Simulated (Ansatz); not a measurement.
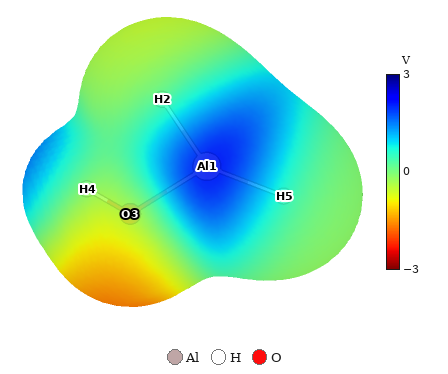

The picture shows: AlH₃O. The electrostatic potential painted on the density surface at 0.001 e/bohr³, seen across its widest extent; red is negative and blue positive.

Not at a stationary point (largest force 1.8 eV/Å).

Computed with Ansatz 0.2.0, RKS B3LYP-D4/def2-SVP.

```yaml
atoms:
  - { symbol: Al, position_ang: [0.1559, -0.0455, 0.1880] }
  - { symbol: H, position_ang: [0.6542, -0.1210, 1.6486] }
  - { symbol: O, position_ang: [1.7653, -0.4324, -0.3151] }
  - { symbol: H, position_ang: [2.4412, -0.5354, 0.3605] }
  - { symbol: H, position_ang: [-1.1010, 0.1823, -0.7346] }
```

**Which sites attract a positive test charge, and which a negative one?**

A positive charge is drawn to the negative regions and a negative charge to the positive ones. The most negative region (about −1.6 V, or −37 kcal/mol for a unit charge) lies over O3, the most positive (about +2.0 V, or +46 kcal/mol for a unit charge) over Al1. O3 is the likeliest acceptor of a hydrogen bond.
